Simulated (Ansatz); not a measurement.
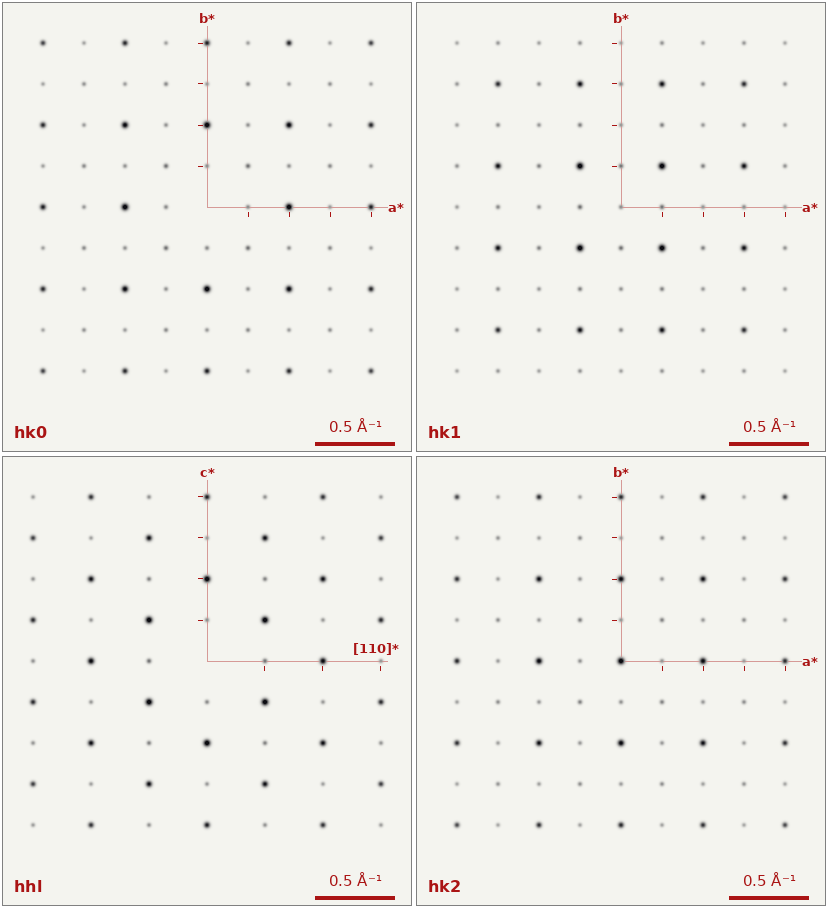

Four undistorted layers of reciprocal space, calculated for a single crystal (X-rays, kinematic |F|², B = 0.5 Å²). Tick marks count the reciprocal lattice steps of the conventional cell along each axis.

The compound is Ni3AgC. Structure: coordinates from a relaxation with Ansatz, DFT PBE, scalar-relativistic, plane waves, PAW; the starting structure was generated, so it need not be a known form of this composition.

**Read the reciprocal cell and give the direct cell.**

a* = 0.261, b* = 0.261, c* = 0.261 Å⁻¹; the cell is cubic with a = 3.84 Å.

**Which reflection conditions do the layers show?**

Reflections are present only under these conditions. hkl: no condition; hk0: no condition; hhl: no condition; h00: no condition. The lattice is primitive (P).

**Which space groups fit?**

The intensities have Laue symmetry m-3m (the hk0 layer shows 4mm, hk1 shows 4mm). With these conditions the candidates are P432 (No. 207), P-43m (No. 215), Pm-3m (No. 221). Diffraction geometry alone does not choose among them; the structure has Pm-3m.
